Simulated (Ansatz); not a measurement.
TiO2, response to strain

Take TiO2 in the rutile structure (space group P4_2/mnm, No. 136; a = 4.6435 Å, c = 2.9637 Å) as the base. Axes: x, y, z lie along a, b, c of the conventional cell.

Strains are applied to the cell and any free atomic positions relax; under biaxial strain the out-of-plane vector relaxes too.

Calculations: PBE, PAW, 420 eV (Ansatz, a program for electronic structure; spin-orbit coupling left out), earlier PAW set.

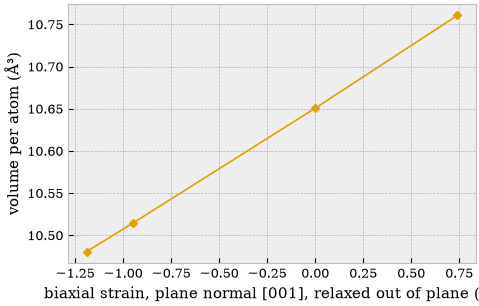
Figure: Volume per atom against biaxial strain, plane normal [001], relaxed out of plane

Question: From the plot, what is the volume per atom for biaxial strain +0.74 %, plane normal [001], relaxed out of plane?

Answer: About 10.76 Å³.

Question: Is the trend monotonic over the range shown?

Answer: Yes, it rises throughout, spanning 10.48 Å³ to 10.76 Å³.

Stability against distortions was not tested. All final runs are without spin polarisation.
